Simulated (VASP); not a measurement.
Band structure of HfBRh3 (space group Pm-3m). Method: PBEsol GGA, VASP's PBE PAW potentials (set 64) (plane waves; VASP 6.6.1).

Unless said otherwise, spin-orbit coupling is left out, though it shifts the bands of the heavy elements here.

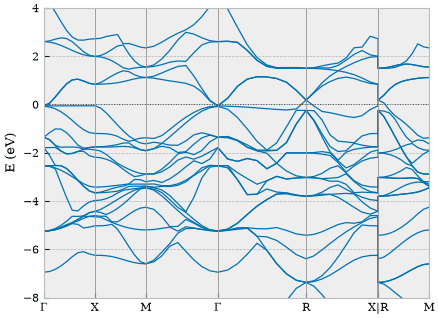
Bands along high-symmetry lines, zero at the valence-band maximum or, without a gap, the Fermi level

Problem. Read the plot: is there a gap, and where are the band edges?

Solution. It has no gap at this level: it comes out as a metal or semimetal.

The structure comes from a computed database's HfBRh3 entry (Pm-3m); how it stands against other phases isn't given here. The cell was not relaxed at this level.
